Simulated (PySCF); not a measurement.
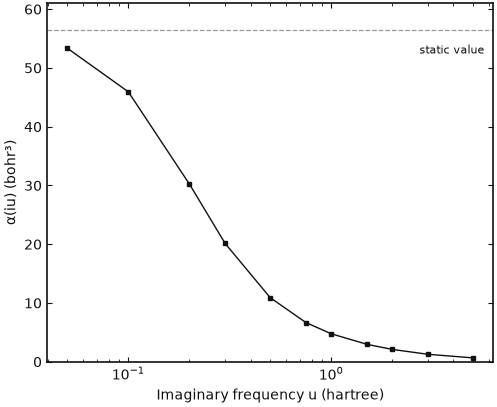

Dipole polarisability at imaginary frequency of an atom or ion with 70 electrons in the configuration [Xe] 4f¹⁴ 6s². Coupled response at the B3LYP level; PySCF, ANO-RCC-VTZP, spin-free X2C-1e, unrestricted single determinants, no spin-orbit coupling.

Q: Which species is it, and what does the curve give?

A: Lu⁺. The static dipole polarisability is 56.5 bohr³; α(iu) falls to half of it near u = 0.22 hartree. The Casimir–Polder integral gives C₆ = 546 hartree bohr⁶ for two such species.

Limits of the model: basis without added diffuse functions.
